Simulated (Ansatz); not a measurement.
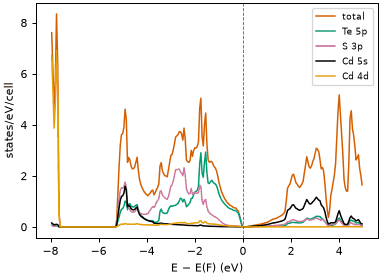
*Total and projected density of states of Cd₂TeS in space group P3m1 (No. 156; Cd on 1c, Cd on 1a, Te on 1a, S on 1c), DFT-LDA in the program Ansatz with PAW potentials*

Question: Which orbitals carry the states next to the Fermi level?

Answer: Within 0.5 eV of the Fermi level: Te 5p 83 %, S 3p 5 %. Projections are on Löwdin-orthogonalised atomic valence shells; empty p or d shells of many metals are not among them.

The workflow started from a Materials Project entry (that database holds measured and hypothetical structures alike); the Crystallography Open Database copy checked does not list it. Whether it is the stable phase at ambient conditions was not checked. The LDA relaxation kept the symmetry of its start; of distortions, only those at the zone centre were tested. Scalar-relativistic: spin–orbit coupling is off unless named, which matters more the heavier the elements.

Potentials: the later of the program's two PAW sets.
